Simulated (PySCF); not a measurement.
# M06-2X/6-311++G(2d,2p) run of CH7BP− (SMILES C[BH2-]P)

What is the vertical singlet–triplet gap of CH7BP− at M06-2X/6-311++G(2d,2p)? Input form: a Python script.

The results are computed with PySCF 2.14.0.

2 further runs of the same task are left out: 1 that didn't finish, 1 set aside as unsound or not needed.

## Step 1: The molecule

CH7BP− has 10 atoms, charge -1, and is taken as a singlet. SMILES: `C[BH2-]P`. Geometry: relaxed at GFN2-xTB. This is one conformer, not always the lowest.

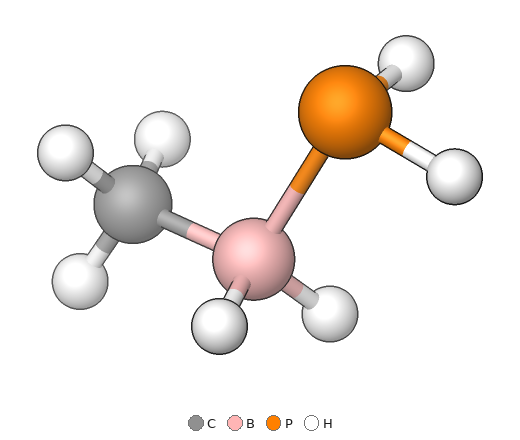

Viewed from a chosen angle; carbon grey, boron pink, phosphorus orange, hydrogen white.

## Step 2: A single-point energy at M06-2X/6-311++G(2d,2p)

mol.xyz reads:

```xyz
10
CH7BP
C     -0.888820     0.675340    -0.759280
B     -0.262620    -0.562590     0.111070
P      1.204330     0.147100     1.301550
H     -1.696100     0.332490    -1.414450
H     -0.141770     1.152530    -1.399220
H     -1.306730     1.458730    -0.122240
H     -1.083890    -1.040730     0.867320
H      0.226540    -1.418380    -0.595520
H      1.756180    -1.071550     1.665050
H      2.192880     0.327060     0.345730
```

calc.py reads:

```python
from pyscf import gto, dft

mol = gto.M(
    atom='mol.xyz',
    verbose=3,
    spin=0,
    charge=-1,
    max_memory=1860,
    basis='6-311++g(2d,2p)',
)

mf = dft.RKS(mol, xc='m06-2x')
mf.grids.level = 4
mf.conv_tol = 1e-10
mf.kernel()
if not mf.converged:
    mf = mf.newton().run(mf.mo_coeff, mf.mo_occ)

e_final = mf.e_tot
print('Final energy', e_final)
```

Launch:

```sh
$ OMP_NUM_THREADS=1 python calc.py
```

What it wrote:

```text
converged SCF energy = -408.52082948875
Final energy -408.5208294887499
```

It took 81 s on 1 thread of Arm Neoverse V1, shared host; peak memory 1.2 GiB.

## Step 3: The triplet, same level

calc.py reads:

```python
from pyscf import gto, dft

system = gto.M(
    atom='''
C     -1.679626     1.276208    -1.434831
B     -0.496280    -1.063141     0.209892
P      2.275854     0.277979     2.459573
H     -3.205164     0.628315    -2.672923
H     -0.267906     2.177966    -2.644143
H     -2.469362     2.756600    -0.231000
H     -2.048255    -1.966695     1.638997
H      0.428099    -2.680350    -1.125370
H      3.318699    -2.024936     3.146488
H      4.143943     0.618054     0.653335
''',
    basis='6-311++g(2d,2p)',
    charge=-1,
    unit='bohr',
    max_memory=1860,
    verbose=4,
    spin=2,
)

ks = dft.UKS(system)
ks.xc = 'm06-2x'
ks.conv_tol = 1e-10
ks.grids.level = 4
ks.kernel()
if not ks.converged:
    ks = ks.newton().run(ks.mo_coeff, ks.mo_occ)

e_tot = ks.e_tot
print('Final energy', e_tot)
```

Launch:

```sh
$ OMP_NUM_THREADS=1 python calc.py
```

What it wrote:

```text
PySCF version 2.14.0

[... 72 lines left out ...]
[... the frontier-level lines of each cycle are left out ...]
[... 17 lines left out ...]
[... 17 lines left out ...]
[... 17 lines left out ...]
[... 17 lines left out ...]
[... 17 lines left out ...]
[... 17 lines left out ...]
[... 17 lines left out ...]
[... 5 lines left out ...]

cycle= 25 E= -408.376205908658  delta_E= -2.4e-09  |g|= 5.87e-06  |ddm|= 0.0857


cycle= 26 E= -408.376205909262  delta_E= -6.04e-10  |g|= 2.53e-06  |ddm|= 0.063


cycle= 27 E= -408.376205909298  delta_E= -3.67e-11  |g|= 1.18e-06  |ddm|= 0.00439


Extra cycle  E= -408.376205909305  delta_E= -6.93e-12  |g|= 8.17e-07  |ddm|= 0.00155
converged SCF energy = -408.376205909305  <S^2> = 2.006167  2S+1 = 3.0041085
Final energy -408.3762059093053
```

Wall time 5.8 min (1 thread of Arm Neoverse V1, shared host); peak memory 1.3 GiB.

## Step 4: Results

Level: M06-2X/6-311++G(2d,2p).

```
                                                      quantity          value
                                         singlet: total energy  -408.52083 Eh
                                          singlet: HOMO energy       -2.18 eV
                                          singlet: LUMO energy        3.26 eV
singlet: HOMO–LUMO gap (to an unbound level, set by the basis)        5.43 eV
                                         triplet: total energy  -408.37621 Eh
                   triplet: HOMO energy (highest over α and β)        1.24 eV
                                                 triplet: ⟨S²⟩          2.006
              vertical energy of the triplet above the singlet       3.935 eV
```

At this shape the triplet lies 3.94 eV (91 kcal/mol) above the singlet. For an anion a state so high probably lies above electron detachment. Mulliken charges (singlet) run from -0.43 on B2 to +0.07 on P3; in a basis this large or diffuse they mean little. The HOMO (triplet) lies at positive energy, 1.24 eV; only total energies tell whether the electron is bound.
